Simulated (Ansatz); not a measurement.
# TiSi2: a strain scan

The task, for TiSi2: strain the cell along the Voigt pattern (1, 1, 0, 0, 0, 0).

Computed with Ansatz 0.2.0 (DFT r2SCAN, scalar-relativistic, plane waves, PAW, unless a step's input says otherwise).

2 further runs of the same task are left out: 2 set aside as unsound or not needed.

## 1. Starting point

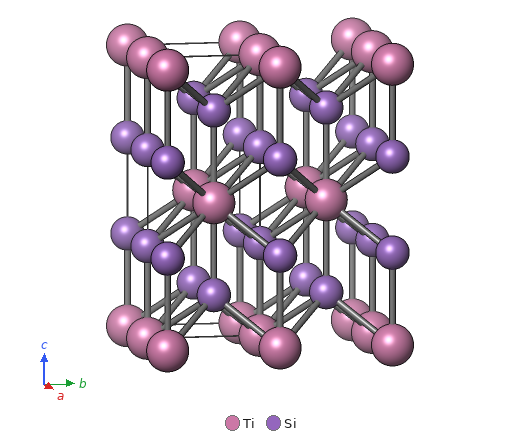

The starting structure, seen slightly off an axis (titanium pink, silicon purple). 2×2×1 cells are drawn. Atoms on the faces are drawn again on the opposite ones. The cell drawn here is the conventional one.

As a file:

```
Ti Si
1.0
    -1.47323    1.69607    4.18235
     1.47323   -1.69607    4.18235
     1.47323    1.69607   -4.18235
Ti Si
1 2
Direct
  0.00000 0.00000 0.00000
  0.32880 0.32880 0.00000
  0.67120 0.67120 0.00000
```

It goes back to an entry of the Materials Project, which need not be the stable form.

This cell was relaxed beforehand with the same method: volume 13.93 Å³/atom, gap on the mesh none (metal).

## 2. The undisturbed cell

input.yaml

```yaml
crystal:
  lattice:
    - [-1.4732301114, 1.6960728771, 4.1823458266]
    - [1.4732301114, -1.6960728771, 4.1823458266]
    - [1.4732301114, 1.6960728771, -4.1823458266]
  atoms:
    - { symbol: Ti, position: [0.0, 0.0, 0.0] }
    - { symbol: Si, position: [0.3288000639, 0.3288000639, 0.0] }
    - { symbol: Si, position: [0.6711999361, 0.6711999361, 0.0] }
basis:
  ecutwfc: 500
kpoints:
  mp_grid: { grid: [22, 22, 22] }
hamiltonian:
  xc: r2scan
scf:
  occupations: { method: gaussian, width: 0.15 }
output:
  forces: true
  stress: true
  eigenvalues: true
```

Launch:

```
> ansatz run input.yaml --threads 1 --pin off --max-ram 2560MiB --backend cpu --events-out ev --progress --plain --runs-dir out
```

The log of the run, shortened:

```text
Warning: RAYON_NUM_THREADS=1 ignored (pool sized by the plan → 1); use --threads N
[...]
Pseudopotentials: kind: paw
Pseudopotential: Ti, paw, valence charge 12, recommended cutoff 500 eV (meta_gga), Ti.paw.azcp
Pseudopotential: Si, paw, valence charge 4, recommended cutoff 500 eV (meta_gga), Si.paw.azcp
Functional definition: r2SCAN
[...]
Crystal: 3 atoms, lattice volume = 41.802 Å³
Basis set: ecut = 500 eV, 1077 PW (Γ), FFT grids on a1+a3, a2+a3, a3, exchange–correlation on 100×96×144 points (64 copies of the dense FFT grid, shifted against one another)
Bands: 14, of which v1, the nominal top of the filled ones, is band 10 counted from 1 (9 counted from 0)
Symmetry: 8 space group operations
Space group: Immm (ITA 71), of the structure as read, at distance tolerance 3.5e-5 Å
k-points: 1530 of 10648
[...]
SCF iter   1: F=—  HF=-3783.516960 eV  |F-HF|=—  |Δ(HF+E_count)|=         —  Δρ=1.11e-2  dr2=4.57e-2  dr2_τ=2.45e-2  ethr=1.77e-3  ⟨swp⟩=5.0  Hψ=124543  notcnv=0
[...]
SCF iter   6: F=-3783.566183 eV  HF=-3783.566183 eV  |F-HF|=2.84e-8  |Δ(HF+E_count)|=   3.03e-7  Δρ=1.01e-5  dr2=3.56e-8  dr2_τ=9.58e-10  ethr=5.00e-10  ⟨swp⟩=5.6  Hψ=97009  notcnv=0
[...]
SCF converged after 6 iterations
Free energy (F): -3783.566183 eV
[...]
E sigma→0 (E₀):  -3783.559476 eV
Entropy (-TS):   -0.013416 eV (-4.472 meV/atom)
Fermi energy:    12.691786 eV
[...]
--- Forces (eV/Å), atoms counted from 1 ---
  atom   1  Ti     0.00000000     0.00000000    -0.00000000
  atom   2  Si     0.00000000    -0.00000000    -0.00412772
  atom   3  Si     0.00000000     0.00000000     0.00412772
[...]
--- Stress (GPa, compression-positive) ---
       -0.329031       0.000000       0.000000
        0.000000       0.267511      -0.000000
        0.000000      -0.000000       0.059671
  P = ⅓ Tr σ = -0.0006 GPa (-0.006 kbar)
--- Band table (eV; the first three rows and the last of 1530) ---
  k-point 0: bands = ["-45.9208", "-21.1957", "-21.1721", "-20.9234", "-0.7917", "7.5614", "8.3568", "10.3894", "11.9817", "13.4353", "14.9529", "15.3388", "16.1092", "16.7833"]
[...]
```

It took 1.8 min on 1 thread of Arm Neoverse V1, shared host; peak memory 1.2 GiB.

Reference values: F = -3783.5662 eV; pressure 0.00 GPa; largest force 0.004 eV/Å; gap on the mesh none (metal).

## 3. Next: a strain scan

The cell is strained by ε times the Voigt pattern (1, 1, 0, 0, 0, 0) (xx, yy, zz, yz, xz, xy; engineering shear), with fractional coordinates fixed (clamped ions). The stress on the pattern is the sum of the stress components weighted by it, tension positive.

## 4. At ε = -0.1000

input.yaml: that of step 2 with these lines changed.

```diff
@@ -2,5 +2,5 @@
   lattice:
-    - [-1.4732301114, 1.6960728771, 4.1823458266]
-    - [1.4732301114, -1.6960728771, 4.1823458266]
-    - [1.4732301114, 1.6960728771, -4.1823458266]
+    - [-1.3259071003, 1.5264655894, 4.1823458266]
+    - [1.3259071003, -1.5264655894, 4.1823458266]
+    - [1.3259071003, 1.5264655894, -4.1823458266]
   atoms:
```

Launch:

```
> ansatz run input.yaml --threads 1 --pin off --max-ram 2560MiB --backend cpu --events-out ev --progress --plain --runs-dir out
```

The log of the run, shortened:

```text
Warning: RAYON_NUM_THREADS=1 ignored (pool sized by the plan → 1); use --threads N
[...]
[... 4 set-up lines as earlier in the session ...]
[...]
Crystal: 3 atoms, lattice volume = 33.859 Å³
Basis set: ecut = 500 eV, 863 PW (Γ), FFT grids on a1+a3, a2+a3, a3, exchange–correlation on 96×80×144 points (64 copies of the dense FFT grid, shifted against one another)
Bands: 14, of which v1, the nominal top of the filled ones, is band 10 counted from 1 (9 counted from 0)
[... 1 set-up line as earlier in the session ...]
Space group: Immm (ITA 71), of the structure as read, at distance tolerance 3.2e-5 Å
k-points: 1530 of 10648
[...]
SCF iter   1: F=—  HF=-3782.314885 eV  |F-HF|=—  |Δ(HF+E_count)|=         —  Δρ=1.29e-2  dr2=5.03e-2  dr2_τ=6.70e-2  ethr=1.77e-3  ⟨swp⟩=5.0  Hψ=126142  notcnv=0
[...]
SCF iter   6: F=-3782.391788 eV  HF=-3782.391788 eV  |F-HF|=4.53e-9  |Δ(HF+E_count)|=   1.98e-8  Δρ=9.01e-6  dr2=2.08e-8  dr2_τ=2.10e-9  ethr=5.00e-10  ⟨swp⟩=6.2  Hψ=101623  notcnv=0
[...]
SCF converged after 6 iterations
Free energy (F): -3782.391788 eV
[...]
E sigma→0 (E₀):  -3782.385937 eV
Entropy (-TS):   -0.011703 eV (-3.901 meV/atom)
Fermi energy:    16.364881 eV
[...]
--- Forces (eV/Å), atoms counted from 1 ---
  atom   1  Ti     0.00000000     0.00000000    -0.00000000
  atom   2  Si     0.00000000     0.00000000    -0.45729862
  atom   3  Si     0.00000000     0.00000000     0.45729862
[...]
--- Stress (GPa, compression-positive) ---
       55.780656       0.000000       0.000000
        0.000000      56.769231       0.000000
        0.000000       0.000000      31.307527
  P = ⅓ Tr σ = 47.9525 GPa (479.525 kbar)
--- Band table (eV; the first three rows and the last of 1530) ---
  k-point 0: bands = ["-41.8177", "-17.2618", "-17.0563", "-16.5912", "0.8957", "9.8169", "10.5818", "14.0601", "14.9200", "17.8547", "18.7846", "19.9615", "20.4590", "21.1221"]
[...]
```

Wall time 93 s (1 thread of Arm Neoverse V1, shared host); peak memory 1.1 GiB.

## 5. Point ε = 0.0750

input.yaml: that of step 4 with these lines changed.

```diff
@@ -2,5 +2,5 @@
   lattice:
-    - [-1.3259071003, 1.5264655894, 4.1823458266]
-    - [1.3259071003, -1.5264655894, 4.1823458266]
-    - [1.3259071003, 1.5264655894, -4.1823458266]
+    - [-1.5837223698, 1.8232783429, 4.1823458266]
+    - [1.5837223698, -1.8232783429, 4.1823458266]
+    - [1.5837223698, 1.8232783429, -4.1823458266]
   atoms:
```

Launch:

```
> ansatz run input.yaml --threads 1 --pin off --max-ram 2560MiB --backend cpu --events-out ev --progress --plain --runs-dir out
```

The log of the run, shortened:

```text
Warning: RAYON_NUM_THREADS=1 ignored (pool sized by the plan → 1); use --threads N
[...]
[... 4 set-up lines as earlier in the session ...]
[...]
Crystal: 3 atoms, lattice volume = 48.307 Å³
Basis set: ecut = 500 eV, 1225 PW (Γ), FFT grids on a1+a3, a2+a3, a3, exchange–correlation on 108×96×144 points (64 copies of the dense FFT grid, shifted against one another)
Bands: 14, of which v1, the nominal top of the filled ones, is band 10 counted from 1 (9 counted from 0)
[... 1 set-up line as earlier in the session ...]
Space group: Immm (ITA 71), of the structure as read, at distance tolerance 3.6e-5 Å
k-points: 1530 of 10648
[...]
SCF iter   1: F=—  HF=-3783.116450 eV  |F-HF|=—  |Δ(HF+E_count)|=         —  Δρ=1.21e-2  dr2=7.08e-2  dr2_τ=1.40e-2  ethr=1.77e-3  ⟨swp⟩=5.0  Hψ=121075  notcnv=0
[...]
SCF iter   7: F=-3783.151414 eV  HF=-3783.151414 eV  |F-HF|=6.56e-9  |Δ(HF+E_count)|=   2.04e-9  Δρ=3.86e-6  dr2=1.19e-8  dr2_τ=4.67e-10  ethr=5.00e-10  ⟨swp⟩=5.3  Hψ=95375  notcnv=0
[...]
SCF converged after 7 iterations
Free energy (F): -3783.151414 eV
[...]
E sigma→0 (E₀):  -3783.141676 eV
Entropy (-TS):   -0.019475 eV (-6.492 meV/atom)
Fermi energy:    10.566086 eV
[...]
--- Forces (eV/Å), atoms counted from 1 ---
  atom   1  Ti     0.00000000     0.00000000    -0.00000000
  atom   2  Si     0.00000000    -0.00000000     0.23259021
  atom   3  Si     0.00000000     0.00000000    -0.23259021
[...]
--- Stress (GPa, compression-positive) ---
      -16.155588       0.000000       0.000000
        0.000000     -19.047012      -0.000000
        0.000000      -0.000000      -8.523149
  P = ⅓ Tr σ = -14.5752 GPa (-145.752 kbar)
--- Band table (eV; the first three rows and the last of 1530) ---
  k-point 0: bands = ["-48.4325", "-23.6660", "-23.6173", "-23.5128", "-1.7601", "6.2994", "7.0019", "8.3566", "10.2007", "10.8949", "12.2236", "12.6437", "13.2357", "14.3586"]
[...]
```

Wall time 2.3 min (1 thread of Arm Neoverse V1, shared host); peak memory 1.4 GiB.

## 6. At ε = -0.0500

input.yaml: that of step 5 with these lines changed.

```diff
@@ -2,5 +2,5 @@
   lattice:
-    - [-1.5837223698, 1.8232783429, 4.1823458266]
-    - [1.5837223698, -1.8232783429, 4.1823458266]
-    - [1.5837223698, 1.8232783429, -4.1823458266]
+    - [-1.3995686058, 1.6112692332, 4.1823458266]
+    - [1.3995686058, -1.6112692332, 4.1823458266]
+    - [1.3995686058, 1.6112692332, -4.1823458266]
   atoms:
```

Launch:

```
> ansatz run input.yaml --threads 1 --pin off --max-ram 2560MiB --backend cpu --events-out ev --progress --plain --runs-dir out
```

The log of the run, shortened:

```text
[...]
SCF converged after 6 iterations
Free energy (F): -3783.308329 eV
[...]
E sigma→0 (E₀):  -3783.302270 eV
Entropy (-TS):   -0.012118 eV (-4.039 meV/atom)
Fermi energy:    14.387918 eV
[...]
--- Forces (eV/Å), atoms counted from 1 ---
  atom   1  Ti     0.00000000     0.00000000    -0.00000000
  atom   2  Si     0.00000000     0.00000000    -0.21756637
  atom   3  Si     0.00000000     0.00000000     0.21756637
[...]
--- Stress (GPa, compression-positive) ---
       21.251846       0.000000       0.000000
        0.000000      23.184580       0.000000
        0.000000       0.000000      11.142363
  P = ⅓ Tr σ = 18.5263 GPa (185.263 kbar)
--- Band table (eV; the first three rows and the last of 1530) ---
  k-point 0: bands = ["-43.9867", "-19.3387", "-19.2424", "-18.9016", "-0.0156", "8.5818", "9.3840", "12.0643", "13.3567", "15.4764", "16.8207", "17.4780", "18.4409", "18.5655"]
[...]
```

It took 92 s on 1 thread of Arm Neoverse V1, shared host; peak memory 1.2 GiB.

## 7. At ε = 0.0250

input.yaml: that of step 6 with these lines changed.

```diff
@@ -2,5 +2,5 @@
   lattice:
-    - [-1.3995686058, 1.6112692332, 4.1823458266]
-    - [1.3995686058, -1.6112692332, 4.1823458266]
-    - [1.3995686058, 1.6112692332, -4.1823458266]
+    - [-1.5100608642, 1.738474699, 4.1823458266]
+    - [1.5100608642, -1.738474699, 4.1823458266]
+    - [1.5100608642, 1.738474699, -4.1823458266]
   atoms:
```

Launch:

```
> ansatz run input.yaml --threads 1 --pin off --max-ram 2560MiB --backend cpu --events-out ev --progress --plain --runs-dir out
```

The log of the run, shortened:

```text
Warning: RAYON_NUM_THREADS=1 ignored (pool sized by the plan → 1); use --threads N
[...]
[... 4 set-up lines as earlier in the session ...]
[...]
Crystal: 3 atoms, lattice volume = 43.918 Å³
Basis set: ecut = 500 eV, 1133 PW (Γ), FFT grids on a1+a3, a2+a3, a3, exchange–correlation on 108×96×144 points (64 copies of the dense FFT grid, shifted against one another)
Bands: 14, of which v1, the nominal top of the filled ones, is band 10 counted from 1 (9 counted from 0)
[... 2 set-up lines as earlier in the session ...]
k-points: 1530 of 10648
[...]
SCF iter   1: F=—  HF=-3783.468562 eV  |F-HF|=—  |Δ(HF+E_count)|=         —  Δρ=1.14e-2  dr2=5.18e-2  dr2_τ=1.97e-2  ethr=1.77e-3  ⟨swp⟩=5.0  Hψ=121822  notcnv=0
[...]
SCF iter   7: F=-3783.512861 eV  HF=-3783.512861 eV  |F-HF|=9.86e-9  |Δ(HF+E_count)|=   3.37e-8  Δρ=5.36e-6  dr2=1.56e-8  dr2_τ=6.64e-10  ethr=5.00e-10  ⟨swp⟩=5.6  Hψ=95626  notcnv=0
[...]
SCF converged after 7 iterations
Free energy (F): -3783.512861 eV
[...]
E sigma→0 (E₀):  -3783.505340 eV
Entropy (-TS):   -0.015042 eV (-5.014 meV/atom)
Fermi energy:    11.935139 eV
[...]
--- Forces (eV/Å), atoms counted from 1 ---
  atom   1  Ti     0.00000000    -0.00000000     0.00000000
  atom   2  Si     0.00000000    -0.00000000     0.08581537
  atom   3  Si    -0.00000000     0.00000000    -0.08581537
[...]
--- Stress (GPa, compression-positive) ---
       -7.416430       0.000000       0.000000
        0.000000      -7.927595      -0.000000
        0.000000      -0.000000      -3.500967
  P = ⅓ Tr σ = -6.2817 GPa (-62.817 kbar)
--- Band table (eV; the first three rows and the last of 1530) ---
  k-point 0: bands = ["-46.8062", "-22.0525", "-22.0478", "-21.8399", "-1.1377", "7.1111", "7.8873", "9.6540", "11.3543", "12.5248", "14.0293", "14.3791", "15.0757", "15.9417"]
[...]
```

Run time: 2 min. Hardware: 1 thread of Arm Neoverse V1, shared host; peak memory 1.3 GiB.

## 8. All points together

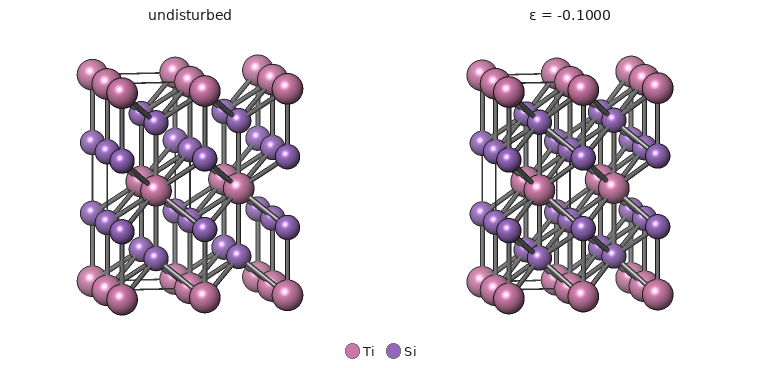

The undisturbed cell and the costliest point of the scan, at one scale, with neighbouring cells.

The scan, with free energies counted from the undisturbed cell:

| ε | ΔE (meV/atom) | stress on the pattern (GPa) | pressure (GPa) |
| --- | --- | --- | --- |
| -0.1000 | 391.5 | -112.55 | 48.0 |
| -0.0500 | 86.0 | -44.44 | 18.5 |
| 0.0000 | 0.0 | 0.06 | 0.0 |
| 0.0250 | 17.8 | 15.34 | -6.3 |
| 0.0750 | 138.3 | 35.20 | -14.6 |

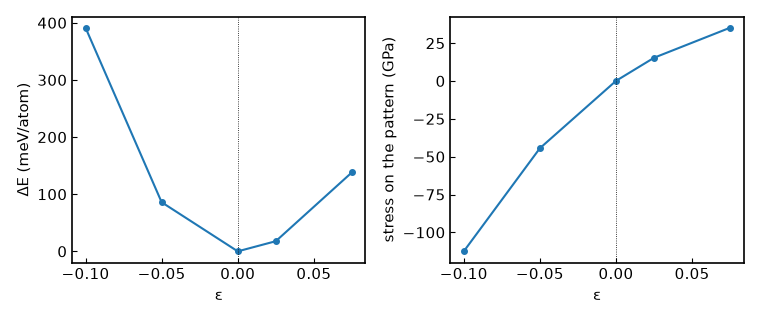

ΔE and stress on the pattern along the scan.

## 9. What came out

| quantity | value |
| --- | --- |
| slope of the stress at ε = 0, from the points at -0.0500, 0 and 0.0250 | 704 GPa |

What this shows: The slope of the stress at zero strain, 704 GPa, estimates C11 + C22 + 2 C12 with clamped ions in this Cartesian frame; letting the atoms relax could not make it stiffer. The step is wide, so higher orders mix in. No sampled point lies below the undisturbed cell.
